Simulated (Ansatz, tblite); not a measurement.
# C₃H₈Si: chosen isomers compared, part 2 of 2

Aim: relax some chosen isomers of C₃H₈Si, and see how the levels of theory order them.

Ansatz 0.2.0, Gaussian basis; relaxed with r2SCAN-D4/def2-SVP, singlet.

## Step 10: Candidate A, r2SCAN-D4/def2-TZVP

in.yaml

```yaml
crystal:
  periodic: [false, false, false]
  atoms:
    - {symbol: C, position_ang: [-0.062699, -0.774548, 0.272663]}
    - {symbol: C, position_ang: [0.511669, 0.472768, 0.866205]}
    - {symbol: C, position_ang: [-0.186615, 1.437413, 1.479466]}
    - {symbol: Si, position_ang: [-0.079624, -0.719117, -1.624637]}
    - {symbol: H, position_ang: [0.527459, -1.661465, 0.567833]}
    - {symbol: H, position_ang: [-1.097116, -0.940444, 0.620804]}
    - {symbol: H, position_ang: [1.596958, 0.603542, 0.749153]}
    - {symbol: H, position_ang: [-1.270851, 1.357889, 1.619474]}
    - {symbol: H, position_ang: [0.303017, 2.336195, 1.864123]}
    - {symbol: H, position_ang: [1.299628, -0.459474, -2.140715]}
    - {symbol: H, position_ang: [-0.982792, 0.371787, -2.098520]}
    - {symbol: H, position_ang: [-0.559032, -2.024545, -2.175828]}
basis:
  gaussian: {orbitals: def2-TZVP, initial_orbitals: start.molden}
hamiltonian: {xc: r2scan, dispersion: d4}
scf: {omitted_lower_state_checks: [starts]}
output: {orbitals: {seedname: orbitals}}
```

Started as:

```sh
ansatz run in.yaml --threads 2 --pin off --events-out ev --progress --plain --max-ram 4352MiB
```

What it wrote:

```text
Functional definition: r2SCAN
  name "r2SCAN"
  cite "Furness, Kaplan, Ning, Perdew & Sun, J. Phys. Chem. Lett. 11, 8208 (2020) doi:10.1021/acs.jpclett.0c02405"
  cite "Furness, Kaplan, Ning, Perdew & Sun, J. Phys. Chem. Lett. 11, 9248 (2020) doi:10.1021/acs.jpclett.0c03077"
  parent r2scan
  parameter k0 = 0.174
  parameter k1 = 0.065
  parameter a1 = 4.9479
  exchange = r2scan_x(k0 = k0, k1 = k1, a1 = a1)
  correlation = r2scan_c
these checks for a lower state are left out or cut short: starts
1144 factors; their error is unknown
mean field evaluation 1: about -11116.9536 eV, gradient 5.5e0 eV
mean field evaluation 2: about -11116.9857 eV, gradient 3.9e-2 eV
mean field evaluation 4: about -11116.9539 eV, gradient 3.0e-4 eV
mean field -11116.95393858 eV, -408.5405219010 hartree, gradient 2.1e-5 eV, S^2 0.000000; 0 other end points of the search recorded, 0 dependent functions left out
reference -11116.95395216 eV, -408.5405224000 hartree; 20, 20 occupied and 158, 158 virtual orbitals, 1144 factors
Total energy: -11117.01073828 eV, -408.5426092514 hartree
Checks for a lower state left out: starts
```

It took 4 s on 2 threads of Arm Neoverse V1, shared host.

HOMO -6.27 eV, LUMO -0.69 eV.

## Step 11: Candidate A, CAM-B3LYP-D4/def2-TZVP

in.yaml: that of step 10 with these lines changed.

```diff
@@ -17,3 +17,3 @@
   gaussian: {orbitals: def2-TZVP, initial_orbitals: start.molden}
-hamiltonian: {xc: r2scan, dispersion: d4}
+hamiltonian: {xc: {name: CAM-B3LYP}, dispersion: d4}
 scf: {omitted_lower_state_checks: [starts]}
```

Launched as before.

What it wrote, shortened:

```text
Functional definition: CAM-B3LYP
  name "CAM-B3LYP"
  cite "Yanai, Tew & Handy, Chem. Phys. Lett. 393, 51 (2004) doi:10.1016/j.cplett.2004.06.011"
  cite "Iikura, Tsuneda, Yanai & Hirao, J. Chem. Phys. 115, 3540 (2001) doi:10.1063/1.1383587"
  cite "Becke, Phys. Rev. A 38, 3098 (1988) doi:10.1103/PhysRevA.38.3098"
  cite "Lee, Yang & Parr, Phys. Rev. B 37, 785 (1988) doi:10.1103/PhysRevB.37.785"
  cite "Vosko, Wilk & Nusair, Can. J. Phys. 58, 1200 (1980) doi:10.1139/p80-159"
[...]
  # Exact exchange under (alpha + beta erf(omega r))/r, Becke's under what is left of 1/r.
[...]
1153 factors; their error is unknown
348 factors; integrals over basis functions are off by at most 2.0e-5 eV
[...]
mean field -11118.02845690 eV, -408.5800097208 hartree, gradient 1.7e-5 eV, S^2 0.000000; 0 other end points of the search recorded, 0 dependent functions left out
reference -11118.02859733 eV, -408.5800148816 hartree; 20, 20 occupied and 158, 158 virtual orbitals, 1153 factors
Total energy: -11118.21929075 eV, -408.5870227354 hartree
Checks for a lower state left out: starts
```

It took 3 s on 2 threads of Arm Neoverse V1, shared host.

HOMO -8.47 eV, LUMO 1.18 eV.

## Step 12: Candidate A, r2SCAN0-D4/def2-TZVP

in.yaml: that of step 11 with these lines changed.

```diff
@@ -17,3 +17,3 @@
   gaussian: {orbitals: def2-TZVP, initial_orbitals: start.molden}
-hamiltonian: {xc: {name: CAM-B3LYP}, dispersion: d4}
+hamiltonian: {xc: {name: r2SCAN0}, dispersion: d4}
 scf: {omitted_lower_state_checks: [starts]}
```

The command is unchanged.

What it wrote, shortened:

```text
Functional definition: r2SCAN0
  name "r2SCAN0"
  cite "Bursch, Neugebauer, Ehlert & Grimme, J. Chem. Phys. 156, 134105 (2022) doi:10.1063/5.0086040"
  cite "Furness, Kaplan, Ning, Perdew & Sun, J. Phys. Chem. Lett. 11, 8208 (2020) doi:10.1021/acs.jpclett.0c02405"
  cite "Furness, Kaplan, Ning, Perdew & Sun, J. Phys. Chem. Lett. 11, 9248 (2020) doi:10.1021/acs.jpclett.0c03077"
  parent r2scan
[...]
1160 factors; their error is unknown
[...]
mean field -11116.57786193 eV, -408.5267013389 hartree, gradient 1.2e-5 eV, S^2 0.000000; 0 other end points of the search recorded, 0 dependent functions left out
reference -11116.57787275 eV, -408.5267017363 hartree; 20, 20 occupied and 158, 158 virtual orbitals, 1160 factors
Total energy: -11116.64376129 eV, -408.5291230956 hartree
Checks for a lower state left out: starts
```

Run time: 4.6 s. Hardware: 2 threads of Arm Neoverse V1, shared host.

HOMO -7.29 eV, LUMO 0.20 eV.

## Step 13: Candidate A, BHLYP-D4/def2-TZVP

in.yaml: that of step 12 with these lines changed.

```diff
@@ -17,3 +17,3 @@
   gaussian: {orbitals: def2-TZVP, initial_orbitals: start.molden}
-hamiltonian: {xc: {name: r2SCAN0}, dispersion: d4}
+hamiltonian: {xc: {name: BHLYP}, dispersion: d4}
 scf: {omitted_lower_state_checks: [starts]}
```

Same command.

What it wrote:

```text
Functional definition: BHLYP
  name "BHLYP"
  cite "Becke, J. Chem. Phys. 98, 1372 (1993) doi:10.1063/1.464304"
  cite "Becke, Phys. Rev. A 38, 3098 (1988) doi:10.1103/PhysRevA.38.3098"
  cite "Lee, Yang & Parr, Phys. Rev. B 37, 785 (1988) doi:10.1103/PhysRevB.37.785"
  parameter a = 0.5
  exchange = (1 - a)*b88_x + a*exact_x
  correlation = lyp_c
these checks for a lower state are left out or cut short: starts
1293 factors; their error is unknown
mean field evaluation 1: about -11117.5807 eV, gradient 7.6e0 eV
mean field evaluation 2: about -11117.6690 eV, gradient 1.0e-1 eV
mean field evaluation 4: about -11117.7476 eV, gradient 2.9e-4 eV
mean field -11117.74759619 eV, -408.5696882801 hartree, gradient 2.6e-5 eV, S^2 0.000000; 0 other end points of the search recorded, 0 dependent functions left out
reference -11117.74778964 eV, -408.5696953892 hartree; 20, 20 occupied and 158, 158 virtual orbitals, 1293 factors
Total energy: -11118.01031035 eV, -408.5793428472 hartree
Checks for a lower state left out: starts
```

It took 2.9 s on 2 threads of Arm Neoverse V1, shared host.

HOMO -8.10 eV, LUMO 1.14 eV.

## Step 14: Candidate A, PBE-D4/def2-SVP

in.yaml: that of step 13 with these lines changed.

```diff
@@ -16,4 +16,4 @@
 basis:
-  gaussian: {orbitals: def2-TZVP, initial_orbitals: start.molden}
-hamiltonian: {xc: {name: BHLYP}, dispersion: d4}
+  gaussian: {orbitals: def2-SVP, initial_orbitals: start.molden}
+hamiltonian: {xc: pbe, dispersion: d4}
 scf: {omitted_lower_state_checks: [starts]}
```

The command is unchanged.

What it wrote:

```text
Functional definition: PBE
  name "PBE"
  cite "Perdew, Burke & Ernzerhof, Phys. Rev. Lett. 77, 3865 (1996) doi:10.1103/PhysRevLett.77.3865"
  parent pbe
  parameter kappa = 0.804
  parameter beta = 0.06672455060314922
  exchange = pbe_x(kappa = kappa, mu = beta*pi^2/3)
  correlation = pbe_c(beta = beta)
these checks for a lower state are left out or cut short: starts
1134 factors; their error is unknown
mean field evaluation 1: about -11104.6052 eV, gradient 6.8e0 eV
mean field evaluation 2: about -11104.7435 eV, gradient 1.1e-1 eV
mean field evaluation 4: about -11104.6720 eV, gradient 2.0e-4 eV
mean field -11104.67195225 eV, -408.0891672280 hartree, gradient 2.4e-5 eV, S^2 0.000000; 0 other end points of the search recorded, 0 dependent functions left out
reference -11104.67198810 eV, -408.0891685455 hartree; 20, 20 occupied and 80, 80 virtual orbitals, 1134 factors
Total energy: -11104.89655093 eV, -408.0974210776 hartree
Checks for a lower state left out: starts
```

Wall time 1.3 s (2 threads of Arm Neoverse V1, shared host).

Report: HOMO -6.00 eV, LUMO -0.73 eV.

## Step 15: Candidate A, PBE0-D4/def2-SVP

in.yaml: that of step 14 with these lines changed.

```diff
@@ -17,3 +17,3 @@
   gaussian: {orbitals: def2-SVP, initial_orbitals: start.molden}
-hamiltonian: {xc: pbe, dispersion: d4}
+hamiltonian: {xc: pbe0, dispersion: d4}
 scf: {omitted_lower_state_checks: [starts]}
```

The command is unchanged.

What it wrote:

```text
Functional definition: PBE0
  name "PBE0"
  cite "Adamo & Barone, J. Chem. Phys. 110, 6158 (1999) doi:10.1063/1.478522"
  cite "Perdew, Burke & Ernzerhof, Phys. Rev. Lett. 77, 3865 (1996) doi:10.1103/PhysRevLett.77.3865"
  parent pbe
  parameter a = 0.25
  parameter kappa = 0.804
  parameter beta = 0.06672455060314922
  exchange = (1 - a)*pbe_x(kappa = kappa, mu = beta*pi^2/3) + a*exact_x
  correlation = pbe_c(beta = beta)
these checks for a lower state are left out or cut short: starts
1134 factors; their error is unknown
mean field evaluation 1: about -11106.0669 eV, gradient 4.6e0 eV
mean field evaluation 2: about -11106.1299 eV, gradient 5.0e-2 eV
mean field evaluation 4: about -11106.1631 eV, gradient 1.2e-4 eV
mean field -11106.16305239 eV, -408.1439641477 hartree, gradient 8.9e-6 eV, S^2 0.000000; 0 other end points of the search recorded, 0 dependent functions left out
reference -11106.16308066 eV, -408.1439651864 hartree; 20, 20 occupied and 80, 80 virtual orbitals, 1134 factors
Total energy: -11106.35239557 eV, -408.1509223810 hartree
Checks for a lower state left out: starts
```

Run time: 1.4 s. Hardware: 2 threads of Arm Neoverse V1, shared host.

From the report: HOMO -7.13 eV, LUMO 0.28 eV.

## Step 16: Candidate A, CCSD(T)/def2-TZVP

in.yaml: that of step 15 with these lines changed.

```diff
@@ -16,4 +16,4 @@
 basis:
-  gaussian: {orbitals: def2-SVP, initial_orbitals: start.molden}
-hamiltonian: {xc: pbe0, dispersion: d4}
+  gaussian: {orbitals: def2-TZVP, initial_orbitals: start.molden}
+correlation: {method: ccsd_t}
 scf: {omitted_lower_state_checks: [starts]}
```

The command is unchanged.

What it wrote, shortened:

```text
Functional definition: HF
  name "HF"
  cite "Fock, Z. Phys. 61, 126 (1930) doi:10.1007/BF01340294"
  parent pbe
[...]
1206 factors; integrals over basis functions are off by at most 1.3e-3 eV
[...]
mean field -11081.05317207 eV, -407.2211930661 hartree, gradient 2.3e-6 eV, S^2 0.000000; 0 other end points of the search recorded, 0 dependent functions left out
8 core orbitals not correlated: weight in the atoms' cores, before any rotation towards them, 1.000 or more for the frozen orbitals, at most 0.000 for the correlated occupied ones
reference -11081.05317207 eV, -407.2211930661 hartree; 12, 12 occupied and 158, 158 virtual orbitals, 1206 factors
second order -16.58209041 eV of doubles, -0.00000000 eV of singles
cycle   1  -17.48165256 eV  change   -9.0e-1 eV  update   9.3e-2
[...]
cycle   9  -18.08880073 eV  change    9.4e-7 eV  update   1.4e-5
perturbative correction -0.73966522 eV, -0.0271821953 hartree
Total energy: -11099.88163802 eV, -407.9131264272 hartree
Checks for a lower state left out: starts
```

Run time: 41 s. Hardware: 2 threads of Arm Neoverse V1, shared host; peak memory 1.8 GiB.

From the report: Hartree-Fock HOMO -9.52 eV, LUMO 3.33 eV; T1 0.011.

## Step 17: Candidate A, RPA/def2-TZVP

in.yaml: that of step 16 with these lines changed.

```diff
@@ -17,4 +17,4 @@
   gaussian: {orbitals: def2-TZVP, initial_orbitals: start.molden}
-correlation: {method: ccsd_t}
+hamiltonian: {xc: pbe}
+correlation: {method: rpa}
 scf: {omitted_lower_state_checks: [starts]}
-output: {orbitals: {seedname: orbitals}}
```

Same command.

What it wrote, shortened:

```text
Functional definition: PBE
  name "PBE"
  cite "Perdew, Burke & Ernzerhof, Phys. Rev. Lett. 77, 3865 (1996) doi:10.1103/PhysRevLett.77.3865"
  parent pbe
[...]
1206 factors; integrals over basis functions are off by at most 1.3e-3 eV
[...]
mean field -11110.98009770 eV, -408.3209872978 hartree, gradient 9.3e-7 eV, S^2 0.000000; 0 other end points of the search recorded, 0 dependent functions left out
8 core orbitals not correlated: weight in the atoms' cores, before any rotation towards them, 1.000 or more for the frozen orbitals, at most 0.000 for the correlated occupied ones
reference -11079.83679439 eV, -407.1764920106 hartree; 12, 12 occupied and 158, 158 virtual orbitals, 1206 factors
Total energy: -11108.87696049 eV, -408.2436984308 hartree
Checks for a lower state left out: starts
```

Run time: 4.6 s. Hardware: 2 threads of Arm Neoverse V1, shared host.

## Step 18: A against B

The energies of B at these levels come from its own runs, whose logs aren't repeated here.

Differences are taken before rounding.

```tsv
method	A above B (eV)	from CCSD(T)/def2-TZVP (eV)	time
GFN1-xTB	-0.069	-0.424	0.011 s
GFN2-xTB	-0.352	-0.708	0.008 s
HF/def2-TZVP	0.360	+0.005	
PBE-D4/def2-SVP	0.256	-0.099	2.5 s
PBE-D4/def2-TZVP	0.334	-0.021	5.5 s
r2SCAN-D4/def2-TZVP	0.366	+0.011	8 s
PBE0-D4/def2-SVP	0.273	-0.082	2.8 s
PBE0-D4/def2-TZVP	0.340	-0.015	5.8 s
r2SCAN0-D4/def2-TZVP	0.362	+0.007	9.1 s
BHLYP-D4/def2-TZVP	0.358	+0.002	5.5 s
CAM-B3LYP-D4/def2-TZVP	0.344	-0.011	5.9 s
RPA/def2-TZVP	0.340	-0.016	9.2 s
MP2/def2-TZVP	0.360	+0.005	
CCSD/def2-TZVP	0.358	+0.003	
CCSD(T)/def2-TZVP	0.355	0	83 s
```

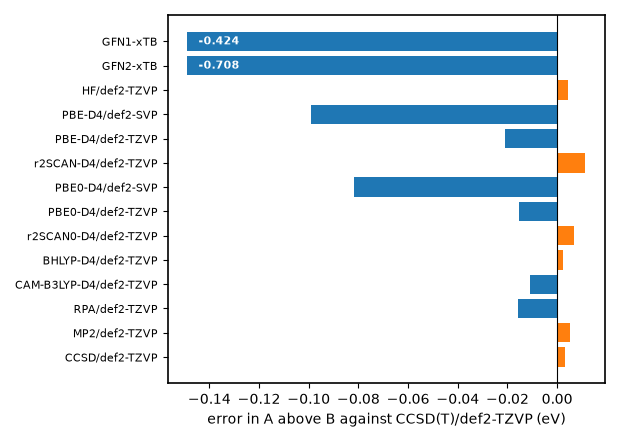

Deviations from CCSD(T)/def2-TZVP, method by method. Bars with a number in them are cut short.

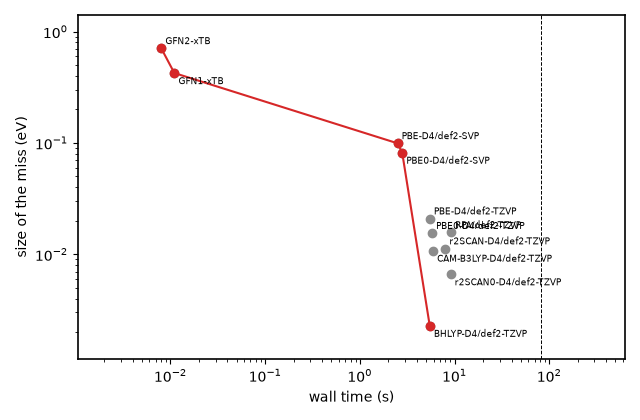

Miss against cost. Red marks the levels that no quicker level drawn beats (of those quicker than the yardstick), and the dashed line is the time of CCSD(T)/def2-TZVP. Times are from a shared host.

Times add the two runs; a level without a time comes out of a correlated run.

## Step 19: What came out

What follows sums up all 2 parts.

| quantity | value |
| --- | --- |
| A above B, CCSD(T)/def2-TZVP | +0.355 eV |
| levels that put A lower | GFN1-xTB, GFN2-xTB |

What this shows: The levels disagree on A and B: 2 of 15 put A lower. The reference is CCSD(T) in one finite basis, so it carries an error of its own, often a tenth of an eV or more, and near misses can't be ranked. Only these isomers were run, one conformer each; others of the formula can lie lower. Only singlets are compared; another spin may lie lower and prefer another shape.
